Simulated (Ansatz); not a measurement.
Geometry relaxation of MoHCl4F3 (part 2 of 2)

The same run, continued: MoHCl4F3; RHF/def2-SVP (Ansatz 0.2.0). The run did not end well. The input holds or restrains some coordinates. It belongs to a series of runs on one base structure; here: pulled along the bonds that form and break, towards end A.

Geometry of the input (Å):
```
Mo 0.0000  0.0000  0.0000
F  0.0000  0.0000  2.1200
Cl 2.3100  0.0000  0.0000
Cl 0.0000  2.3100  0.0000
F  -1.7700  0.0000  0.0000
F  0.0000  -1.7700  0.0000
Cl 0.0000  0.0000  -2.3100
Cl 1.7152  1.7868  0.8230
H  0.8537  0.8894  1.9810
```

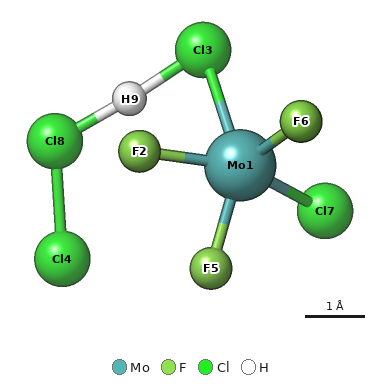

The geometry at step 14 of the log (ball-and-stick view, seen at a tilt; atoms are numbered from 1 in the order of the input).

## Output, continued
```
Unfinished report: {"positions_ang":[[-0.25309303182813214,-0.6533336946062202,0.16496915295302225],[-0.23282661569139634,0.44668773116915084,1.5854864064984358],[2.3172607558532543,-0.5108080253140551,0.8088959315329199],[-0.10120026704199447,3.270561855561939,0.3487811083567583],[-2.119351719891017,-0.5233736682529934,0.08744622685821965],[0.030907479564158166,-2.382927409307661,-0.2723443620551181],[0.10853157776626211,0.4487812974140681,-1.8394939524410028],[1.610356056909545,2.2885394726482025,0.8425348211671999],[1.7483157643593212,0.8320724406875689,0.8877246671295664]],"unchecked":["starts","cluster_reference","orbital_swaps","neighbouring_geometries","increment"],"mean_field":{"relativity":"none","state":{"energy":{"ev":-59962.87005978788,"hartree":-2203.594830404081},"converged":true,"gradient_ev":0.00001561200642786493,"stability":{"kind":"minimum","curvature_ev":3.152306554408807},"curvature_floor_ev":0.00030000000000000003,"spin_squared":-4.263256414560601e-14},"others":[],"fillings":{"estimated":0,"unestimated":0,"tried":0,"untried":0,"excluded_magnetic_sites":0},"n_dropped_functions":0,"n_trapped_functions":0,"passes":{"evaluations":5,"products":76},"factors":{"origin":"Cholesky decomposition","count":1525,"bound_ev":0.0009179620702810972},"gradient_stop_ev":0.00009,"reference_kind":"stationary","symmetry":{"irreps":["A"],"axes":[[0.9999129765999778,0.010280822972199963,-0.00826703731611573],[-0.01021426003538047,0.9999153980712469,0.008053917801249973],[0.008349138811961017,-0.007968775253070413,0.9999333930327882]],"occupied":[{"A":55},{"A":55}]},"held":{"pivots":1517,"left_out":0,"joined":8},"density_repulsion":{"missed_ev":0.000032702685731858774,"excess_ev":3.980410074968163e-8,"most_excess_ev":0.000297,"are_drawn_again":false,"n_first_factors":1525,"energy_change_ev":0.0,"n_dropped_ends":0}},"factors":{"origin":"Cholesky decomposition","count":1525,"bound_ev":0.0009179620702810972},"n_frozen":0,"n_occupied":[55,55],"n_virtual":[95,95],"reference":{"ev":-59962.87005978788,"hartree":-2203.594830404081},"total":{"ev":-59962.87005978788,"hartree":-2203.594830404081},"forces_ev_per_angstrom":[[-0.568407985858936,-1.5032856085787334,-0.9079528153710095],[-0.5986002037962043,0.4361841981629858,0.8838007319147095],[0.0320351786091775,-0.017333020798898147,0.04111976172888242],[0.1094935088589455,-0.12258145727022034,0.13508317847220913],[-0.09540058212435405,0.015089658484859993,-0.027176735333322148],[-0.0028207377945190333,-0.04010397774142168,-0.007094987434385495],[0.013372545126483202,0.007899998266146116,-0.0006796771896040933],[0.22614756455202129,4.329803521370996,-0.04576562754110784],[0.8841807124226673,-3.1056733119008,-0.07133382925507394]],"charge_distribution":{"dipole_moment_e_ang":[0.5576716680186846,0.7895838087437536,0.5307995955180083],"mulliken_charges_e":[1.630107782319584,-0.5194492366855847,-0.29647266125197547,0.13168600478640613,-0.5335000806903132,-0.48674769383131,-0.3396728048995534,0.062155319257982455,0.3518933709947233],"lowdin_charges_e":[-0.610754597225375,-0.10005658428876707,0.2716051618545947,0.17551090573579842,-0.14818214040677802,-0.07738710515550906,0.21227690813692135,0.3953076170771901,-0.1183201657281634]},"n_threads":4,"memory_gib":4.261363637633622,"seconds":{"hamiltonian":3.283016492,"orbitals":0.0,"second_order":0.0,"solver_start":0.0,"cycles":0.0,"cycle":0.0,"perturbative":0.0,"full_ci_increment":0.0,"forces":0.0}}
this run last wrote the structure of step 25 to [file]
Error: geometry relaxation did not converge after 25 steps: max|allowed force component| = 4.33e0 eV/Å without the restraints, 5.95e-1 eV/Å with the forces of `relax.restrain` added, the figure compared with `relax.f_tol` (threshold 1.5e-1). Raise `relax.max_steps` over both its present limit and 25, loosen `relax.f_tol`, or start from a geometry closer to equilibrium; or lower a very stiff `relax.restrain[].k`, which can take fewer steps but ends farther from `at`. Where this run's directory can be resumed (`checkpoint.write`), a resume goes on for up to `relax.max_steps` more
```

## Trajectory as extended XYZ (Å, eV, eV/Å), 12 of the 25 frames kept, from step=1 to step=25
```
9
Properties=species:S:1:pos:R:3:forces:R:3 step=1 energy=-59954.52380
Mo    0.0000    0.0000    0.0000   -3.5771  -3.7471  -3.1421
F     0.0000    0.0000    2.1200    3.5867   3.6598  -0.1835
Cl    2.3100    0.0000    0.0000    7.4737  -9.8634  -2.8969
Cl    0.0000    2.3100    0.0000   -5.3548   7.3956  -1.0212
F    -1.7700    0.0000    0.0000   -1.8119   1.1424   0.6633
F     0.0000   -1.7700    0.0000    0.8431  -3.6987   0.4601
Cl    0.0000    0.0000   -2.3100    0.1261   0.1086  -0.6254
Cl    1.7152    1.7868    0.8230    1.7078   8.1982   5.6816
H     0.8537    0.8894    1.9810   -2.9937  -3.1954   1.0641
9
Properties=species:S:1:pos:R:3:forces:R:3 step=3 energy=-59958.24271
Mo   -0.1572   -0.2017   -0.0007    2.7297   0.7434  -1.8671
F    -0.1501   -0.1557    1.9772    1.0403   1.3202   0.7015
Cl    2.3642   -0.1033   -0.0324    0.8222  -3.2548  -1.3289
Cl   -0.0067    2.3773    0.0082    1.2537   1.6885   0.6537
F    -1.8686    0.0282    0.0152   -3.8162   1.5738   0.3744
F     0.0168   -1.9014    0.0102    0.9231  -5.1181   0.3590
Cl   -0.0049   -0.0025   -2.3262   -0.3656  -0.0158  -0.9234
Cl    1.8333    2.0510    1.0598   -3.2896   2.7918   2.8487
H     1.0820    1.1242    1.9027    0.7023   0.2710  -0.8179
9
Properties=species:S:1:pos:R:3:forces:R:3 step=5 energy=-59960.68539
Mo   -0.1345   -0.4183   -0.0490    0.2333  -2.1190  -2.7695
F    -0.2117   -0.2130    1.8094    0.4552   1.0713   2.4681
Cl    2.3529   -0.2164   -0.0715   -0.5686  -0.1796  -0.0753
Cl    0.0486    2.4745    0.0021    0.8545   0.3965   0.6135
F    -1.8749    0.2158    0.0096    0.3329   0.5521  -0.2199
F     0.0505   -2.1887    0.0795    0.1214  -0.3896   0.0535
Cl   -0.1274   -0.0089   -2.4205   -0.3759   0.0956  -0.0781
Cl    1.7040    2.3281    1.2754   -1.0106   0.2837   0.6631
H     1.3015    1.2431    1.9790   -0.0424   0.2889  -0.6553
9
Properties=species:S:1:pos:R:3:forces:R:3 step=8 energy=-59961.16684
Mo   -0.0553   -0.5715   -0.0378   -1.1289  -2.1541  -3.2853
F    -0.2080   -0.1931    1.7731    0.5668   1.1333   2.6325
Cl    2.3274   -0.3237    0.0258    0.0992   0.0476   0.1470
Cl   -0.2067    2.8186    0.2537    0.0762   0.0254   0.2151
F    -1.6338    0.4330   -0.0744    0.3648  -0.1212  -0.0877
F     0.0052   -2.3587    0.1674   -0.0035   0.2347  -0.0466
Cl   -0.0841   -0.0537   -2.3969    0.0621  -0.0476   0.1297
Cl    1.5310    2.3655    1.2116    0.5333   0.6139   0.9008
H     1.4333    1.0996    1.6915   -0.5699   0.2680  -0.6056
9
Properties=species:S:1:pos:R:3:forces:R:3 step=10 energy=-59961.49650
Mo   -0.0738   -0.5914   -0.0224   -0.8516  -2.2311  -2.9095
F    -0.1872   -0.1598    1.7795    0.1812   0.9342   2.2597
Cl    2.3253   -0.3401    0.1742    0.0078   0.3308   0.4298
Cl   -0.3300    2.9357    0.4289    0.1782   0.0155   0.1866
F    -1.5849    0.4738   -0.1132    0.0369  -0.0176  -0.0353
F    -0.0401   -2.3722    0.1828   -0.0597   0.1481  -0.0457
Cl   -0.0003   -0.0995   -2.3754    0.0590  -0.0466   0.0472
Cl    1.4591    2.3759    1.2290    0.2897   1.4366   0.7298
H     1.5408    0.9937    1.3305    0.1586  -0.5699  -0.6627
9
Properties=species:S:1:pos:R:3:forces:R:3 step=12 energy=-59962.09223
Mo   -0.1095   -0.6286   -0.0343   -0.6476  -2.0007  -2.1305
F    -0.1116   -0.0197    1.7177   -0.4412   0.6030   1.8018
Cl    2.3171   -0.2388    0.3116    0.3375  -0.3046  -0.2417
Cl   -0.3846    2.9962    0.6205    0.1125   0.1276   0.0701
F    -1.5795    0.4773   -0.1774   -0.0357  -0.1412  -0.0055
F    -0.1256   -2.3964    0.2352   -0.0750   0.2361  -0.1810
Cl    0.0603   -0.1873   -2.3847    0.0126  -0.0914   0.1369
Cl    1.3684    2.2982    1.3554   -0.2695   3.5367   1.2972
H     1.6739    0.9152    0.9700    1.0063  -1.9655  -0.7474
9
Properties=species:S:1:pos:R:3:forces:R:3 step=14 energy=-59962.15065
Mo   -0.0985   -0.6483   -0.0221   -0.2546  -2.3111  -2.6087
F    -0.1036    0.0758    1.6705   -0.5029   0.6047   2.0191
Cl    2.3813   -0.2183    0.2236   -0.3313   0.3368   0.2605
Cl   -0.3492    3.1058    0.6683    0.0797  -0.1154  -0.0466
F    -1.5950    0.4075   -0.1888   -0.2929   0.2461   0.1465
F    -0.1952   -2.4076    0.2033    0.0031  -0.1149  -0.0556
Cl    0.0708   -0.2974   -2.3677    0.0272   0.0064  -0.0129
Cl    1.2906    2.2542    1.4956    0.0964   3.1152   1.4246
H     1.7076    0.9446    0.9314    1.1753  -1.7678  -1.1269
9
Properties=species:S:1:pos:R:3:forces:R:3 step=16 energy=-59962.16988
Mo   -0.1100   -0.6721    0.0219   -0.7874  -2.0901  -2.0774
F    -0.0513    0.0554    1.7051   -0.4003   0.3671   1.5547
Cl    2.3656   -0.1764    0.3088    0.0899  -0.1596  -0.0021
Cl   -0.1911    3.0264    0.3173    0.4028  -0.1602   0.2297
F    -1.6827    0.3313    0.0362   -0.1157  -0.1450   0.0655
F    -0.2209   -2.4588   -0.0265    0.0739   0.2376  -0.0957
Cl    0.0492   -0.1668   -2.2824    0.0158   0.0853   0.1054
Cl    1.2380    2.2522    1.5600   -0.5816   3.6700   1.3029
H     1.7122    1.0249    0.9736    1.3027  -1.8050  -1.0831
9
Properties=species:S:1:pos:R:3:forces:R:3 step=18 energy=-59962.42488
Mo   -0.1832   -0.6306    0.0617   -1.3821  -1.3417  -1.2824
F    -0.0630    0.1065    1.7179   -0.4789   0.1542   0.9250
Cl    2.3618   -0.2664    0.4594    0.1395  -0.0003   0.1281
Cl   -0.0280    2.9892    0.0506    0.4074  -0.2078   0.4230
F    -1.9277    0.1030    0.2226    0.3961  -0.5588  -0.1085
F    -0.0792   -2.4231   -0.2321    0.0301   0.4227  -0.0749
Cl    0.0253    0.0453   -2.1751    0.0210   0.0548   0.2688
Cl    1.2516    2.2889    1.4960   -0.6586   3.7619   0.8579
H     1.7513    1.0033    1.0130    1.5255  -2.2851  -1.1369
9
Properties=species:S:1:pos:R:3:forces:R:3 step=21 energy=-59962.81599
Mo   -0.2605   -0.5958    0.1313   -1.1304  -1.8741  -1.0711
F    -0.1953    0.3459    1.6688   -0.7120   0.1955   0.6938
Cl    2.3189   -0.4420    0.6438   -0.0111   0.1531   0.1113
Cl    0.0495    3.1792    0.0937    0.0469  -0.0747   0.1192
F    -2.1484   -0.4159    0.1971    0.6357  -0.0609  -0.0491
F     0.0827   -2.3311   -0.3179   -0.1606   0.3101   0.1174
Cl    0.0202    0.2855   -1.9964   -0.0208   0.1322   0.1383
Cl    1.4767    2.3080    1.2402    0.0561   4.0002   0.8177
H     1.7651    0.8824    0.9533    1.2963  -2.7812  -0.8777
9
Properties=species:S:1:pos:R:3:forces:R:3 step=23 energy=-59962.91341
Mo   -0.2443   -0.6672    0.1728   -0.9410  -1.3376  -0.8551
F    -0.2341    0.4559    1.5856   -0.5963   0.1320   0.6420
Cl    2.3233   -0.5334    0.7877   -0.0993   0.3171   0.0241
Cl   -0.0827    3.3108    0.2682    0.5452  -0.4247   0.3194
F    -2.1218   -0.5405    0.1028    0.2119  -0.0338  -0.0246
F     0.0380   -2.3966   -0.2821   -0.0244   0.1333   0.0597
Cl    0.0876    0.4700   -1.8247    0.0300  -0.0798   0.0999
Cl    1.5877    2.2944    0.9369   -0.1281   4.2101   0.0193
H     1.7552    0.8229    0.8667    1.0020  -2.9167  -0.2848
9
Properties=species:S:1:pos:R:3:forces:R:3 step=25 energy=-59962.87006
Mo   -0.2531   -0.6533    0.1650   -0.5684  -1.5033  -0.9080
F    -0.2328    0.4467    1.5855   -0.5986   0.4362   0.8838
Cl    2.3173   -0.5108    0.8089    0.0320  -0.0173   0.0411
Cl   -0.1012    3.2706    0.3488    0.1095  -0.1226   0.1351
F    -2.1194   -0.5234    0.0874   -0.0954   0.0151  -0.0272
F     0.0309   -2.3829   -0.2723   -0.0028  -0.0401  -0.0071
Cl    0.1085    0.4488   -1.8395    0.0134   0.0079  -0.0007
Cl    1.6104    2.2885    0.8425    0.2261   4.3298  -0.0458
H     1.7483    0.8321    0.8877    0.8842  -3.1057  -0.0713
```

## What the run reported

- outcome: not converged
- wall time: 1.7 min (CPU time 6.3 min)
- peak memory: 0.61 GiB

## What went wrong

The run did not converge: “geometry relaxation did not converge after 25 steps: max|allowed force component| = 4.33e0 eV/Å without the restraints, 5.95e-1 eV/Å with the forces of `relax.restrain` added, the figure compared with `relax.f_tol` (threshold 1.5e-1). Raise `relax.max_steps` over both its present limit and 25, loosen `relax.f_tol`, or start from a geometry closer to equilibrium …” Its last values are not results.
